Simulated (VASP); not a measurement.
Band structure of AlN (wurtzite). These are r2SCAN meta-GGA, VASP's PBE PAW potentials (set 64) (plane waves; VASP) values and carry that method's errors.

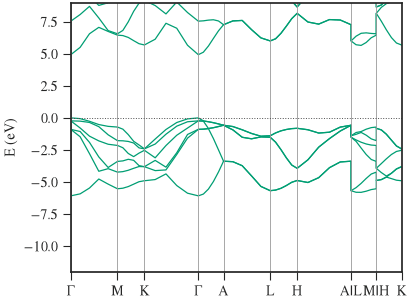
Bands along high-symmetry lines, zero at the valence-band maximum or, without a gap, the Fermi level

Problem. Read the plot: is there a gap, and where are the band edges?

Solution. The gap is direct, 4.93 eV, from the valence maximum at Γ to the conduction minimum at Γ.

Measured: gap 6.51 eV (computed value off by -1.58 eV), as given by Martin Feneberg et al., Physical Review B (2010), doi:10.1103/physrevb.82.075208 [zero-point renormalisation of 0.417 eV (from the measured temperature dependence, row gaps:miglio2020:AlN_wz:gap_zpr, arXiv:2011.12765) added back].

The compound is AlN in the wurtzite structure. It was relaxed first.
